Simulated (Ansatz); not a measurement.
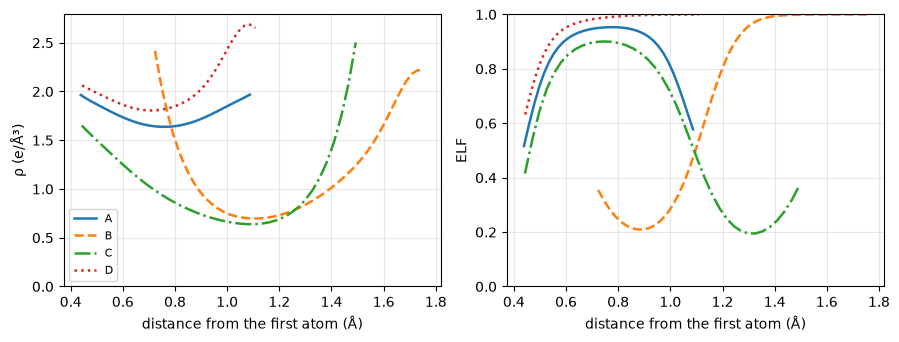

Figure. C2H7Sn (doublet). Electron density and ELF along straight lines between neighbouring atoms. The curves leave out the atomic cores.

Geometry: PBE-D3(BJ)/def2-SVP; core potentials replace the inner electrons of Sn.

These are results of Ansatz, isolated molecule in a Gaussian basis; Kohn-Sham density functional theory, functional PBE0, not measurements.

```yaml
atoms:
  - { symbol: C, position_ang: [0.6501, -0.5611, 2.1437] }
  - { symbol: C, position_ang: [0.4792, -1.3843, 0.8709] }
  - { symbol: Sn, position_ang: [-1.5976, -2.0443, 0.4914] }
  - { symbol: H, position_ang: [0.0059, 0.3424, 2.1443] }
  - { symbol: H, position_ang: [0.3971, -1.1451, 3.0525] }
  - { symbol: H, position_ang: [1.6992, -0.2130, 2.2625] }
  - { symbol: H, position_ang: [0.7412, -0.8028, -0.0396] }
  - { symbol: H, position_ang: [1.1129, -2.2940, 0.8725] }
  - { symbol: H, position_ang: [-2.6354, -0.6313, 0.5567] }
  - { symbol: H, position_ang: [-1.7088, -2.6886, -1.1355] }
```

Which curve belongs to which contact (C–C, C–H, C–Sn and Sn–H)? The first atom named is at distance zero.

Curve A: C–C (1.53 Å): ρ at the midpoint is about 1.6 e/Å³; the ELF peaks at about 0.95 between the atoms, as expected for a covalent bond. Curve B: Sn–H (1.75 Å): the density is about 1 e/Å³ at the midpoint; the ELF climbs to about 1 towards the hydrogen. Curve C: C–Sn (2.21 Å): ρ is about 0.64 e/Å³ halfway; the ELF peaks at about 0.90 in the valence shell of C, 0.7 Å from its nucleus, and drops to about 0.20 between the two atoms. Curve D: C–H (1.11 Å): ρ is about 1.9 e/Å³ halfway; the ELF climbs to about 1 towards the hydrogen (a covalent bond by its length).
